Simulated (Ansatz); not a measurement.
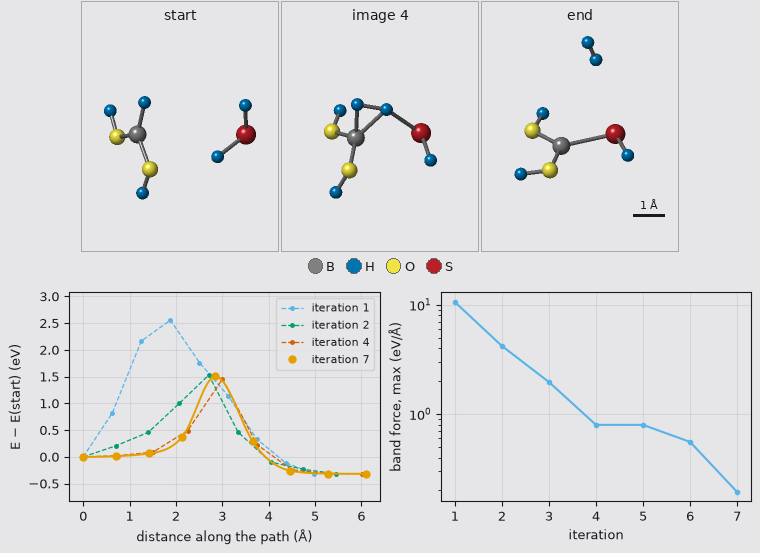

A nudged-elastic-band calculation for BH5SO2, made up of BH3O2 and H2S. Images are numbered from 0 (start) to 8 (end). The plot follows the band through its iterations. Style: ball-and-stick. Shown at a tilt.

Computed with RKS PBE0-D4/def2-SVP in Ansatz 0.2.0. Settings: 7 movable images; climbing image; force threshold 0.2 eV/Å; iteration limit 60; starting path through a guess of the saddle point.

**How did the profile develop, and is the result final?**

The run met only a loose threshold, so the barrier can't be trusted yet. The band converged in 7 iterations. The largest component of the band force went from 11 to 0.19 eV/Å. The climbing image converged on the top of the path. Its curvatures weren't checked. The force threshold is so loose that the height of the top is at best an upper bound. The first iteration put the highest image at 2.56 eV. Forward barrier 1.51 eV, backward barrier 1.82 eV, with image 4 at the top; the reaction energy is −0.32 eV.

Limits of the set-up: the start holds two separate molecules, 2.3 Å apart at their closest, whose relative position is a soft coordinate.
